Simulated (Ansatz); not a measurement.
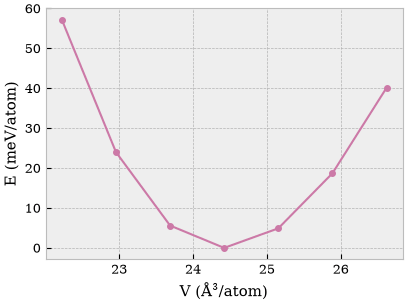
Figure. Nb (diamond, Fd-3m) under volume change, plane-wave PAW PBEsol (Ansatz code), scaled uniformly.

What does a third-order Birch–Murnaghan fit give for V₀, B₀ and B′?

V₀ = 24.43 Å³/atom, B₀ = 77.0 GPa, B′ = 4.6.

The start of the workflow was typed in or built on a structure type; neither database checked (COD, Materials Project) lists it. It is not the phase usual at ambient conditions (space group No. 229). Symmetry was held in the PBEsol relaxation. At this level the phase is dynamically unstable (imaginary phonons). No spin polarisation was allowed.

Potentials: the later of the program's two PAW sets.
